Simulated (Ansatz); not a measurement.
**CH₂SeTe: an energy map over bond length C1–H4 and angle H4–C1–Te3**

Aim: map the energy of CH2SeTe, SMILES C1[Se][Te]1 over two coordinates, and find its wells, ridges and stiffness.

Computed with Ansatz 0.2.0. Level: RKS r2SCAN-D4/def2-TZVP.

## 1. The starting structure

SMILES `C1[Se][Te]1`, 5 atoms, charge 0, spin multiplicity 1.

Atoms are counted from 1 here; the program's logs count them from 0.

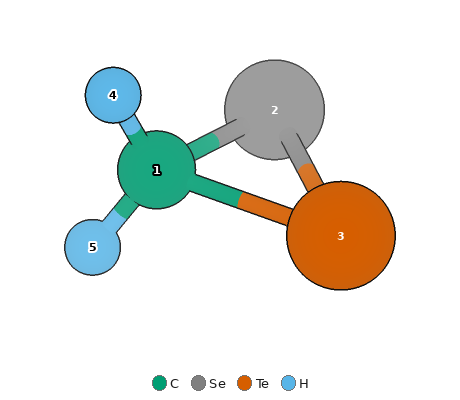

Start geometry, drawn with carbon teal, selenium grey, tellurium orange, hydrogen blue; atoms are numbered from 1 in the order of the file.

Geometry (Å):

```
C     0.3200   -0.1845    0.1911
Se   -0.5081    1.5825    0.2182
Te   -1.3167   -0.3815   -1.2477
H     1.3221   -0.2308   -0.2669
H     0.1827   -0.7858    1.1052
```

This geometry comes from a loose relaxation at PBE in a small basis, which is not shown.

## 3. Setting up the map

The axes are (1) bond length C1–H4: 7 values from 0.888 to 1.625 Å; (2) angle H4–C1–Te3: 7 values from 69 to 159 °.

Nothing else is relaxed (all other coordinates rigid). Energies count from the relaxed molecule at the same level. Points are written as (first, second).

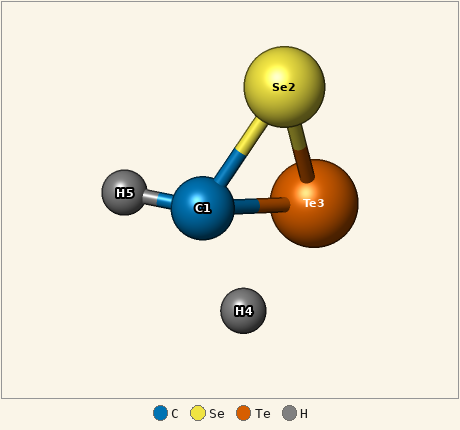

The geometry at (1.625 Å, 99°).

(The set-up runs are not shown.)

## 4. The run at (1.625 Å, 99°)

input.yaml

```yaml
crystal:
  periodic: [false, false, false]
  atoms:
    - { symbol: C, position_ang: [0.3189, -0.192114, 0.187103] }
    - { symbol: Se, position_ang: [-0.506955, 1.562915, 0.211226] }
    - { symbol: Te, position_ang: [-1.294873, -0.370332, -1.225038] }
    - { symbol: H, position_ang: [1.570935, -0.285851, -0.844521] }
    - { symbol: H, position_ang: [0.179483, -0.773985, 1.090131] }
basis:
  gaussian: { orbitals: def2-TZVP }
hamiltonian:
  xc: r2scan
  dispersion: d4
output:
  forces: true
```

The run is started by

```
$ ansatz run input.yaml --threads 1 --pin off --max-ram 2560MiB --backend cpu --events-out ev --progress --plain --runs-dir out
```

The session goes on with these runs: the other points that were computed.

**Question.** What will these runs give? Wanted: lowest point; highest computed point; largest force on an atom.

As calculated:

```
                       quantity                                                                       value
                   lowest point                                                 (1.134 Å, 114°), 3.9 kJ/mol
         highest computed point                                 (1.625 Å, 69°), 288 kJ/mol above the lowest
largest force on an atom (eV/Å)  1.5 at (1.134 Å, 114°) to 13.4 at (0.888 Å, 159°); 1.5 at the lowest point
        time for the whole task                                            7.1 min on 1 thread, shared host
```

**Reading.** The lowest computed point is at (1.134 Å, 114°), 3.9 kJ/mol from the relaxed molecule at the same level. The grid is coarse, so the lowest point of the scanned range may lie between grid points; coordinates that were held can hide deeper minima. The grid shows no other well, apart from its symmetry copies. The highest computed point, (1.625 Å, 69°), lies 288 kJ/mol above the lowest. Round the minimum the two coordinates are nearly uncoupled.
